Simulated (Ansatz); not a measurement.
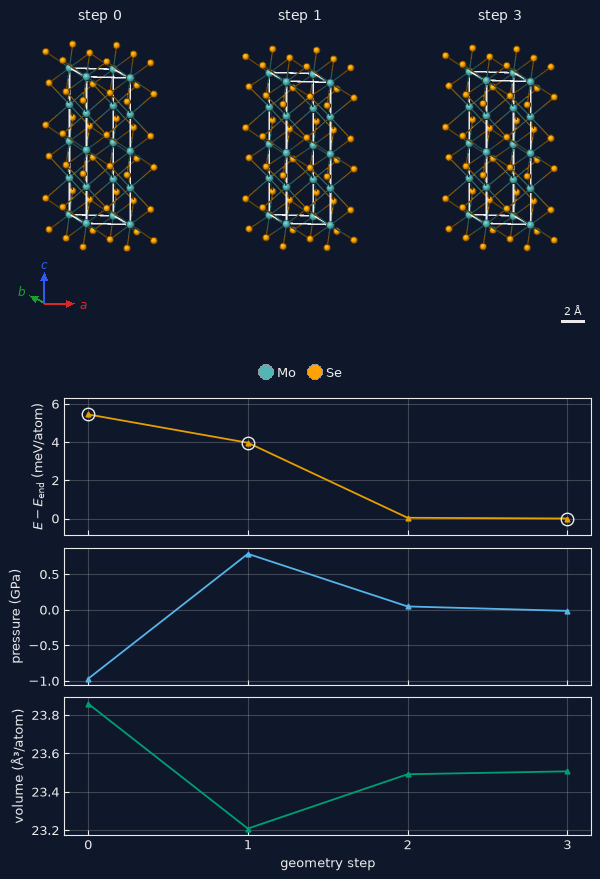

Frames of a relaxation of solid MoSe (built on the nickel arsenide type), marked on the history of the run. Style: ball-and-stick. Shown: the cell of the calculation, slightly off an axis.

Case: antiferromagnetic, doubled cell, propagation vector (0, 0, 1/2).

Theory: Ansatz, DFT PBE+U, scalar-relativistic, plane waves, PAW. (plane-wave cutoff 420 eV; k-point mesh 12 × 12 × 3; occupations gaussian; smearing width 0.1 eV; U Mo 4.38 eV; collinear spin; cell and atoms relaxed; force threshold 0.01 eV/Å; at most 60 steps)

What happens along the run?

Answer. The run was cut off at its time limit before the program reported convergence, but its last step already meets the force threshold: the largest component is 0.0014 eV/Å against 0.01 eV/Å. The pressure is within 0.01 GPa of its target. The largest moves relative to the cell, 0.034 Å, are those of Mo atoms. Se stays in place. The drawn cell changes as follows: a = b 4.021 → 4.040 Å (+0.5 %), c 13.632 → 13.303 Å (−2.4 %); the volume changes by −1.5 %. Near-neighbour distances that change, for instance: Mo–Se 2.880 → 2.845 Å, Mo–Se 2.880 → 2.884 Å. Bond angles that change, for instance: Mo–Se–Mo 72.6° → 69.9°. The space group (tolerance 0.01 Å) goes from P6_3/mmc (No. 194) to P-6m2 (No. 187). After 3 geometry steps the energy has fallen by 5.5 meV per atom. The largest force component goes from 0.27 to 0.0014 eV/Å. The pressure goes from −0.97 to −0.01 GPa. From step 0 to 1: Mo atoms move most (0.07 Å), volume −2.7 %, energy −1.5 meV per atom. From step 1 to 3: Mo atoms move most (0.04 Å), volume +1.3 %, energy −4.0 meV per atom.
